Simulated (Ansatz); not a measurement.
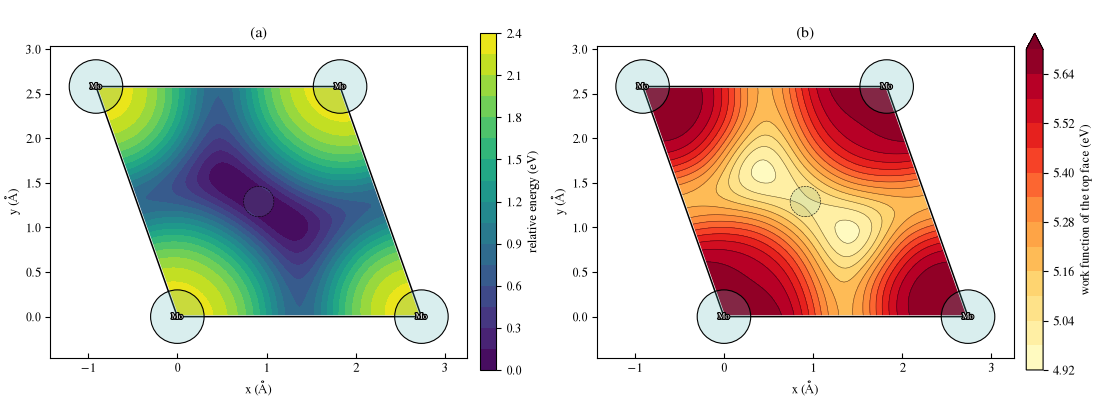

N on a Mo(110) slab cut from the Im-3m phase, its upper half relaxed before the scan (12 atoms of substrate and one adsorbate in a 2 × 2 cell). N is moved over the surface cell; relaxed at each place: the height of the adsorbate's atoms; substrate rigid; the origin of the map has the adsorbate above Mo9. Places are given modulo a cell vector. The map is drawn in real space over the plane of the surface. The grid has 6 × 6 points; 13 points were computed and 23 follow by symmetry. Places are given in fractions of the 1 × 1 surface cell. Energies: eV, counted from the lowest grid point. The calculation used Ansatz, DFT PBE, scalar-relativistic, plane waves, PAW. Settings: cutoff 420 eV, k-mesh 5×5×1, gaussian smearing 0.1 eV, no spin polarisation.

Panel (a) is the energy; panel (b) is the computed work function of the top face, in eV.

The picture shows filled contours, labelled circles for the atoms of the top layer and small ones for the second layer, the outline of one cell of the plane. Between grid points the surface is interpolated.

Q: How does the work function of the top face vary over the map, and what is it at the lowest grid point?

A: It runs from 4.99 eV at (2/6, 4/6) of the cell vectors [nearest 1 Mo at 1.88 Å] to 5.68 eV at the top site over a surface Mo atom, (0/6, 0/6) of the cell vectors. At the lowest grid point, a bridge site between two Mo atoms, over a second-layer Mo atom, (3/6, 3/6) of the cell vectors, it is 5.03 eV.
